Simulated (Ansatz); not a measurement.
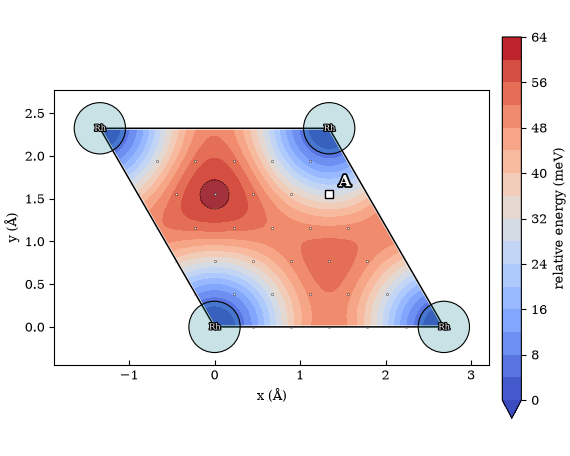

Cl on a Rh(111) slab cut from the Fm-3m phase, its upper half relaxed before the scan (12 atoms of substrate and one adsorbate in a 2 × 2 cell). Cl is moved over the surface cell at a fixed height above a rigid substrate; the origin of the map has the adsorbate above Rh9; the height is held at 3.10 Å. Places are given modulo a cell vector. The map is drawn in real space over the plane of the surface. The grid has 6 × 6 points; 10 points were computed and 26 follow by symmetry. Places are given in fractions of the 1 × 1 surface cell. Energies are in meV, from the lowest grid point. The runs have no spin polarisation, so an open-shell adsorbate far from the surface lies too high. At a fixed height the lowest place need not be the adsorption site. The calculation used DFT PBE+D3(BJ), scalar-relativistic, plane waves, PAW in Ansatz. Settings: cutoff 420 eV, k-mesh 6×6×1, gaussian smearing 0.1 eV, no spin polarisation.

Drawn: filled contours, dots at the grid points, labelled circles for the atoms of the top layer and small ones for the second layer, the outline of one cell of the plane, the point A. Between grid points the surface is interpolated.

Is A at rest? If not, where is it pushed?

A, at (5/6, 4/6) of the cell vectors, is not a stationary point. The computed force is 0.057 eV/Å in the plane, pointing up in the picture (components 0.000 and 0.057 eV/Å).

PAW datasets: the set soft_1.
